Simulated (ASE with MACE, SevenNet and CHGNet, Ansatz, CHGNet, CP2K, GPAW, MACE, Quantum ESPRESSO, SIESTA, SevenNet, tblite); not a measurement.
## Running H15W3C3S4N3 (P-1) (56 atoms) with machine-learned potentials

Wanted: machine-learned potentials inputs and outputs for H15W3C3S4N3 (P-1) (56 atoms), checked against a plane-wave reference.

Calculated with ASE with MACE, SevenNet and CHGNet; the method is named at each step.

## 1. The structure

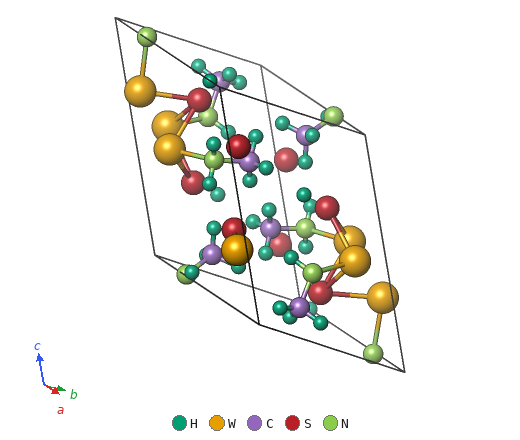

Start, viewed slightly off an axis; hydrogen teal, tungsten orange, carbon purple, sulfur red, nitrogen green. Bonds to atoms that aren't drawn are left out. Some periodic images of atoms are drawn too.

The cell holds 56 atoms: 30 H, 6 W, 6 C, 8 S and 6 N. Its edges and angles: a = 9.085 Å, b = 9.160 Å, c = 9.566 Å, α = 103.7°, β = 116.6°, γ = 106.3°. It derives from H15W3C3S4N3 (P-1), repeated 1×1×1. H15W3C3S4N3, space group P-1, structure from the Crystallography Open Database, 1 x 1 x 1 conventional cells; positions as listed; bonds to H set to neutron lengths (C-H 1.089, N-H 1.015, O-H 0.983, B-H 1.19 Å) where the listed ones are shorter. Then every atom was moved at random, 0.03 Å r.m.s. a Cartesian component (hydrogen 0.6 of that).

The yardstick, on the same geometry:

```
method                                           : Kohn-Sham DFT, PBE, PAW, plane waves (Ansatz 0.2.0); cutoff 420 eV, Γ point, fermi-dirac smearing of 0.05 eV; PAW set soft_2
r.m.s. force component                           : 0.8714 eV/Å
longest force                                    : 4.572 eV/Å
pressure                                         : 3.508 GPa
gap (highest filled to lowest empty level) : 0.5431 eV
SCF cycles                                       : 14
time                                             : 5.1 s on 4 threads of Arm Neoverse V1, shared host
CPU time                                         : 18 s
```

## 2. MACE MP-0b2 small potential

Method: machine-learned interatomic potential MACE MP-0b2 small, trained on PBE(+U) plane-wave data.

Input file run.py:

```python
import numpy as np
from ase.io import read
import mlip  # loads the published weights by name

atoms = read("structure.xyz")
atoms.calc = mlip.calc("mace-mp-0b2-small")
energy = atoms.get_potential_energy()
forces = atoms.get_forces()
print(f"energy {energy:.6f} eV")
print("forces (eV/A)")
for i, (a, f) in enumerate(zip(atoms, forces)):
    print(f"{i:4d} {a.symbol:2s} {f[0]:10.5f} {f[1]:10.5f} {f[2]:10.5f}")
stress = -atoms.get_stress(voigt=False) * 160.21766
print("stress (GPa, compression positive)")
for row in stress:
    print(" ".join(f"{x:10.4f}" for x in row))
```

Input file structure.xyz:

```xyz
56
Lattice="9.08470 0.00000 0.00000 -2.56559 8.79358 0.00000 -4.28655 -3.61609 7.74969" Properties=species:S:1:pos:R:3 pbc="T T T"
H -2.52087 3.11155 2.84902
H 4.75689 2.12939 4.94787
H 4.97543 2.67950 2.45820
H -2.80523 2.51350 5.28010
H -0.84162 5.19989 7.51945
H 3.03944 -0.03004 0.25434
H 3.29462 -3.18065 7.65739
H -1.06731 8.37211 0.07858
H 0.02169 5.67879 4.05185
H 2.24175 -0.50472 3.70141
H 0.09498 6.21466 2.48013
H 2.12624 -1.03517 5.22360
H 6.39902 2.28353 0.59285
H -4.13870 2.87532 7.13328
H 6.88507 4.00107 0.67864
H -4.69034 1.15780 7.08399
H 5.24469 3.62238 0.26659
H -2.99664 1.54414 7.42653
H 0.45869 4.29719 5.66549
H 1.79027 0.84487 2.06289
H -0.25346 3.01586 6.69922
H 2.49894 2.19571 1.06752
H 1.41985 3.45642 6.87599
H 0.76008 1.71682 0.83363
H -0.73050 4.00314 2.56104
H 2.92361 1.16113 5.18795
H 0.77852 3.48675 3.40614
H 1.47722 1.64360 4.31472
H 0.88997 4.12310 1.76685
H 1.35168 1.10837 6.01546
W 5.09224 5.39563 3.24960
W -2.81297 -0.17630 4.63090
W 4.36518 7.76573 2.20130
W -2.12078 -2.48219 5.62643
W 2.62297 6.37347 3.60694
W -0.40774 -1.18368 4.09587
C 6.10670 3.29450 0.85316
C -3.84871 1.81964 6.91110
C 0.46140 3.81361 6.67605
C 1.74412 1.31995 1.04737
C 0.32395 4.21403 2.68690
C 1.87610 0.99128 5.04823
S 4.69571 -0.12718 2.64164
S -2.42668 5.29183 5.13029
S 3.43431 5.60595 1.38355
S -1.13467 -0.42081 6.26531
S -2.48808 6.70897 1.87062
S 4.72568 -1.59261 5.79956
S 3.41561 4.23876 4.62587
S -1.14088 0.95338 3.10600
N 5.77046 3.39208 2.28004
N -3.47587 1.77905 5.47988
N 0.08401 4.84320 7.72567
N -2.15061 -3.24865 7.74093
N 0.46178 5.60925 3.20752
N 1.68092 -0.42302 4.58751
```

Command:

```sh
OMP_NUM_THREADS=1 python run.py > output.txt
```

The program printed:

```text
energy -331.390783 eV
forces (eV/A)
   0 H     0.16596   -0.31969    0.20150
   1 H     0.97184   -0.48119    0.37233
   2 H     1.41895    1.19943   -0.03524
   3 H     0.56148    0.24069    0.04486
   4 H    -0.38538    0.19717   -0.13012
   5 H     0.29266   -0.00075   -0.13529
   6 H     0.36133    0.59001    0.00820
   7 H    -0.22896   -0.31989   -0.27823
   8 H    -1.91788    0.56135    2.78669
   9 H    -0.55568   -0.14923    0.70382
  10 H    -0.38379    0.48315    0.16987
  11 H     0.61015   -1.01752    1.11406
  12 H     0.18774   -0.33420   -0.27245
  13 H     0.05538   -0.57659    0.33120
  14 H     0.93596    0.48202   -0.33915
  15 H    -0.20035   -0.26269    0.14661
  16 H    -0.07928   -0.19454    0.01825
  17 H     1.62846   -0.58277    1.48147
  18 H     0.00445   -0.40651    0.52158
  19 H    -0.25453    0.29106   -0.62887
  20 H    -0.46525   -0.52757    0.06735
  21 H    -1.03860   -1.11955   -0.14887
  22 H     1.65813   -0.68111    0.45653
  23 H    -0.34184    0.09807    0.03798
[...]
48 S    -0.01051    0.72728   -0.01645
  49 S    -0.11773   -0.33890    0.39868
  50 N    -1.97695   -0.80245    0.29229
  51 N    -1.85636    0.16501   -0.75490
  52 N     0.27500   -1.49932   -0.08660
  53 N    -0.05562    0.04982    0.47776
  54 N     2.86319   -1.31501   -3.14337
  55 N    -0.14118    1.58142   -1.94271
stress (GPa, compression positive)
    3.6395     0.1699     0.1932
    0.1699     1.3688     0.0586
    0.1932     0.0586     2.9767
```

Wall time 7.9 s (1 thread of Arm Neoverse V1, shared host); peak memory 0.67 GiB.

Banners, paths, timers and routine set-up lines are dropped from the logs unmarked, and long logs keep their key lines alone; longer cuts are marked.

Against the reference:

* r.m.s. force component: 0.8366 eV/Å
* r.m.s. difference of force components: 214.3 meV/Å
* longest difference of force vectors: 888 meV/Å
* force difference over r.m.s. force: 24.6 %
* slope of forces against the reference's: 0.9306
* correlation of force components: 0.9693
* pressure: 2.662 GPa
* pressure difference: -0.846 GPa

Length of the force difference by element (eV/Å):

| element | atoms | mean | most |
| --- | --- | --- | --- |
| C | 6 | 0.18 | 0.24 |
| H | 30 | 0.13 | 0.35 |
| N | 6 | 0.18 | 0.30 |
| S | 8 | 0.74 | 0.88 |
| W | 6 | 0.56 | 0.89 |

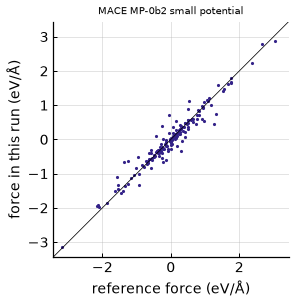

Force components against those of the reference; the line marks equality.

Local excerpt of 12 atoms (numbers count through the whole input) about W34, picked at random; x, y, z are measured from there.

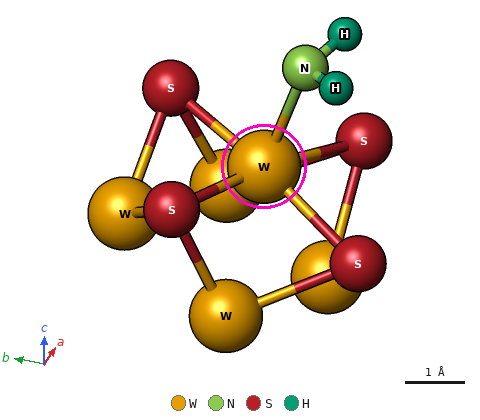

The atoms of the table, within 2.8 Å (arrows a, b, c point along x, y, z); some may hide others; the central atom is ringed.

| atom | x | y | z | distance (Å) | bonds | Fx | Fy | Fz (eV/Å) |
| --- | --- | --- | --- | --- | --- | --- | --- | --- |
| W34 | 0.00 | 0.00 | 0.00 | 0.00 | 5 | 0.28 | -1.33 | -0.32 |
| N54 | -0.03 | -0.77 | 2.11 | 2.25 | 4 | -0.06 | 0.05 | 0.48 |
| S46 | 0.99 | 2.06 | 0.64 | 2.37 | 3 | 0.54 | 0.44 | 0.74 |
| S48 | -2.24 | 0.89 | 0.17 | 2.41 | 3 | -0.66 | 0.20 | 0.61 |
| S49 | -0.98 | -2.07 | -1.00 | 2.50 | 3 | -0.01 | 0.73 | -0.02 |
| S44 | 2.26 | -1.02 | -0.50 | 2.53 | 3 | -0.67 | 0.88 | -0.28 |
| W32 | -0.69 | 2.31 | -1.00 | 2.61 | 5 | -0.18 | 0.43 | -1.57 |
| W36 | 1.71 | 1.30 | -1.53 | 2.64 | 5 | 0.82 | -0.06 | 0.45 |
| W31 | 0.69 | -0.92 | -2.38 | 2.64 | 5 | -0.52 | -0.84 | -0.62 |
| W35 | -1.78 | 0.06 | -2.02 | 2.69 | 5 | 0.21 | -0.21 | -0.85 |
| H8 | -0.67 | -1.56 | 2.20 | 2.78 | 1 | -0.23 | -0.32 | -0.28 |
| H6 | 0.87 | -1.16 | 2.38 | 2.79 | 1 | 0.29 | 0.00 | -0.14 |

Atoms are counted from 1 here, from 0 in the log.

Forces lie 25 % from the reference's, at 0.43 times its CPU time (on 1 against 4 cores).

## 3. SevenNet 0 potential

Method: machine-learned interatomic potential SevenNet 0, trained on PBE(+U) plane-wave data.

run.py, as its differences from that of step 2:

```diff
@@ -5,3 +5,3 @@
 atoms = read("structure.xyz")
-atoms.calc = mlip.calc("mace-mp-0b2-small")
+atoms.calc = mlip.calc("7net-0")
 energy = atoms.get_potential_energy()
```

structure.xyz is that of step 2.

The program printed:

```text
energy -333.060211 eV
forces (eV/A)
   0 H     0.29209   -0.36430    0.24067
   1 H     0.79752   -0.42696    0.27817
   2 H     1.31274    1.07157   -0.06434
   3 H     0.67455    0.40372    0.00437
   4 H    -0.46488    0.18838   -0.18186
   5 H     0.42753   -0.01340   -0.10688
   6 H     0.45892    0.62567   -0.06520
   7 H    -0.32913   -0.38128   -0.26917
   8 H    -1.90020    0.49848    2.76025
   9 H    -0.36295   -0.15551    0.60266
  10 H    -0.39759    0.47590    0.16648
  11 H     0.66980   -1.00044    1.11844
  12 H     0.23334   -0.33505   -0.30514
  13 H     0.02010   -0.59763    0.38344
  14 H     0.96060    0.53657   -0.47225
  15 H    -0.17091   -0.26627    0.18350
  16 H    -0.15726   -0.12279   -0.08127
  17 H     1.72884   -0.67414    1.60092
  18 H     0.02483   -0.36222    0.53419
  19 H    -0.26335    0.30102   -0.67154
  20 H    -0.52550   -0.58430    0.07726
  21 H    -1.01315   -1.12233   -0.16793
  22 H     1.71548   -0.69542    0.44379
  23 H    -0.35656    0.10964    0.02434
[...]
48 S    -0.01329    0.17676    0.00584
  49 S    -0.06812    0.13858    0.14877
  50 N    -2.16190   -0.60405    0.77210
  51 N    -1.63523   -0.03153   -1.15681
  52 N     0.20226   -1.31483    0.25506
  53 N    -0.03775   -0.09751    0.26627
  54 N     2.88626   -0.81259   -2.99512
  55 N    -0.34611    1.07148   -2.00153
stress (GPa, compression positive)
    2.2555    -0.1624    -0.0247
   -0.1624     0.8709     0.0503
   -0.0247     0.0503     2.0582
```

The job ended after 9.3 s (1 thread; peak memory 0.85 GiB).

Compared with the plane-wave run:

| Item | Value |
| --- | --- |
| r.m.s. force component | 0.7974 eV/Å |
| r.m.s. difference of force components | 204.3 meV/Å |
| longest difference of force vectors | 1017 meV/Å |
| force difference over r.m.s. force | 23.44 % |
| slope of forces against the reference's | 0.8912 |
| correlation of force components | 0.9739 |
| pressure | 1.728 GPa |
| pressure difference | -1.78 GPa |

Against the first run (25 %), the force difference from the reference is 23 %, at 1.2 times the CPU time.

## 4. CHGNet 0.3.0 potential

Method: machine-learned interatomic potential CHGNet 0.3.0, trained on PBE(+U) plane-wave data.

run.py, as its differences from that of step 3:

```diff
@@ -5,3 +5,3 @@
 atoms = read("structure.xyz")
-atoms.calc = mlip.calc("7net-0")
+atoms.calc = mlip.calc("chgnet-0.3.0")
 energy = atoms.get_potential_energy()
```

structure.xyz is that of step 3.

The program printed:

```text
CHGNet v0.3.0 initialized with 412,525 parameters
CHGNet will run on cpu
energy -339.028992 eV
forces (eV/A)
   0 H     0.19077   -0.33261    0.13380
   1 H     0.88953   -0.47157    0.39292
   2 H     1.45614    1.19947   -0.05287
   3 H     0.49271    0.25084    0.09331
   4 H    -0.35511    0.18059   -0.12139
   5 H     0.27059    0.01717   -0.12241
   6 H     0.40914    0.59425   -0.07577
   7 H    -0.24063   -0.32692   -0.24456
   8 H    -1.95922    0.53490    2.72955
   9 H    -0.42135   -0.05191    0.70761
  10 H    -0.42446    0.47337    0.21301
  11 H     0.69342   -0.93747    1.09271
  12 H     0.15690   -0.29692   -0.25736
  13 H     0.10307   -0.67042    0.28225
  14 H     0.92700    0.54209   -0.41108
  15 H    -0.18538   -0.29756    0.14593
  16 H    -0.12614   -0.13427   -0.05433
  17 H     1.68453   -0.63286    1.58808
  18 H     0.00262   -0.39385    0.57396
  19 H    -0.21101    0.29836   -0.68791
  20 H    -0.54264   -0.56668    0.04550
  21 H    -0.98949   -1.09878   -0.14486
  22 H     1.74817   -0.64407    0.46720
  23 H    -0.41051    0.10797   -0.01400
[...]
48 S    -0.11041    0.09529   -0.07121
  49 S     0.08749    0.07160    0.18455
  50 N    -2.00715   -1.14827    0.23676
  51 N    -1.68917    0.34196   -0.88616
  52 N     0.23211   -1.41632   -0.43791
  53 N    -0.03815   -0.08261    0.59803
  54 N     2.39891   -1.31306   -3.21356
  55 N     0.01482    1.34938   -1.89815
stress (GPa, compression positive)
    4.7416    -0.0665     0.3280
   -0.0665     2.8418    -0.0693
    0.3280    -0.0693     3.9523
```

It took 4.3 s on 1 thread; peak memory 1.1 GiB.

Compared with the plane-wave run:

* r.m.s. force component: 0.8297 eV/Å
* r.m.s. difference of force components: 244.8 meV/Å
* longest difference of force vectors: 1645 meV/Å
* force difference over r.m.s. force: 28.09 %
* slope of forces against the reference's: 0.9138
* correlation of force components: 0.9598
* pressure: 3.845 GPa
* pressure difference: 0.3375 GPa

Against the first run (25 %), the force difference from the reference is 28 %, at 0.55 times the CPU time.

The difference per atom is largest on W (1.0 eV/Å on average, against 0.40 on N).

## 5. All runs compared

Differences are against the plane-wave reference, forces as r.m.s. over components; share is that over the reference's r.m.s. force, slope the least-squares factor from reference forces to these. Total energies of different programs have different zeros and aren't compared.

| run | Δ force, r.m.s. (meV/Å) | share (%) | slope | Δ pressure (GPa) | cores | CPU time | memory (GiB) |
| --- | --- | --- | --- | --- | --- | --- | --- |
| reference | - | - | - | - | 4 | 18 s | 0.72 |
| MACE MP-0b2 small potential | 214 | 24.6 | 0.931 | -0.846 | 1 | 7.9 s | 0.67 |
| SevenNet 0 potential | 204 | 23.4 | 0.891 | -1.78 | 1 | 9.3 s | 0.85 |
| CHGNet 0.3.0 potential | 245 | 28.1 | 0.914 | 0.338 | 1 | 4.3 s | 1.1 |

Times of the machine-learned potentials are mostly Python's start and the loading of weights.

CPU time is summed over cores on a shared host, where runs went side by side, so it is rough. Symmetry, cutoffs, thresholds, outputs and thread counts weren't matched or tuned between programs; memory under MPI is the largest rank's times the ranks.

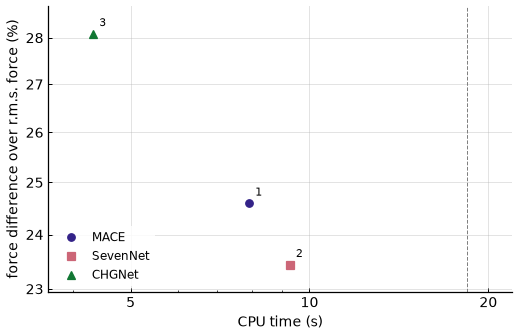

Force difference against CPU time; the dashed line marks the reference's time. Points: 1 MACE MP-0b2 small potential; 2 SevenNet 0 potential; 3 CHGNet 0.3.0 potential.

## 6. What came out

```yaml
nearest_in_forces: SevenNet 0 potential, 23 %
its_cpu_time: 9.3 s
```

In words: Machine-learned potentials differ by 23 % (SevenNet 0 potential) to 28 % (CHGNet 0.3.0 potential); they were trained on other programs' data. Machine-learned potentials mimic data converged in k, so the reference's own k-point error enters their differences. The reference's PBE has no dispersion term, which matters for the binding between molecules or layers. The reference's pressure of 3.5 GPa belongs to a cell and atoms that aren't relaxed at this level. The runs have no spin polarisation, so moments on W can't form, and no Hubbard term. The electronic-structure runs sample only Γ, in a cell whose shortest periodic width is 7 Å. Spin–orbit coupling is left out, which matters for the levels of the heavy elements.

[Also dropped from logs without a mark: logging warnings of Python, and SIESTA's first energy breakdown and zero terms.]

[Logs are printed without paths, hosts, clocks, repeated set-up lines and the standing remarks that a program may print on its own settings, such as how far it seeks lower states.]

[Hosts, paths, dates, database ids (printed as entryN), source tags and the programs' standing remarks are cut or masked in the printed files.]
